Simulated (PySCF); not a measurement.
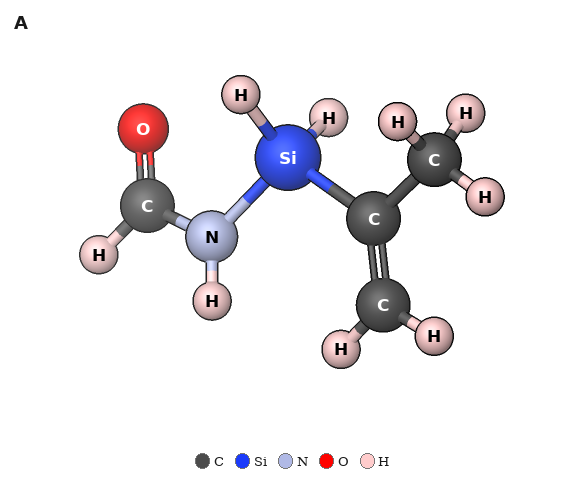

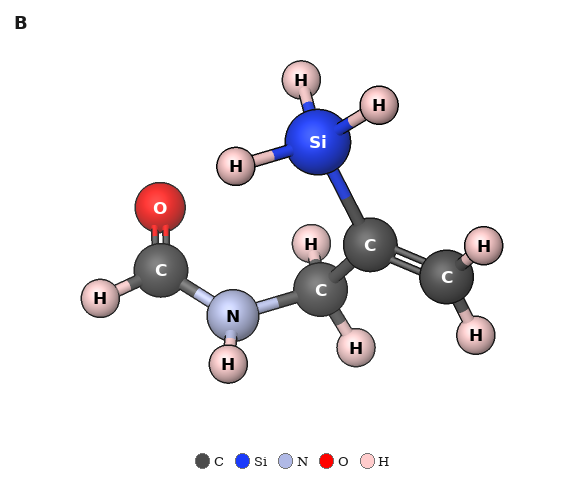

2 stationary structures of one formula. Geometries: GFN2-xTB. Electronic energies: PBE0/pcSseg-1 (PySCF 2.14.0), without zero-point energy. No frequency run is at hand to confirm each as a minimum. Each is one conformer, not always the lowest.

How are they related?

They are constitutional isomers of C4H9NOSi: A `C=C(C)[SiH2]NC=O`, B `C=C([SiH3])CNC=O`.

Which structure is the most stable?

A is lowest; B lies 21.0 kcal/mol above it.

The geometry is semi-empirical. Around Si such bond lengths and angles can be off by a tenth of an ångström or more and by several degrees, and values that hang on the shape move with them.
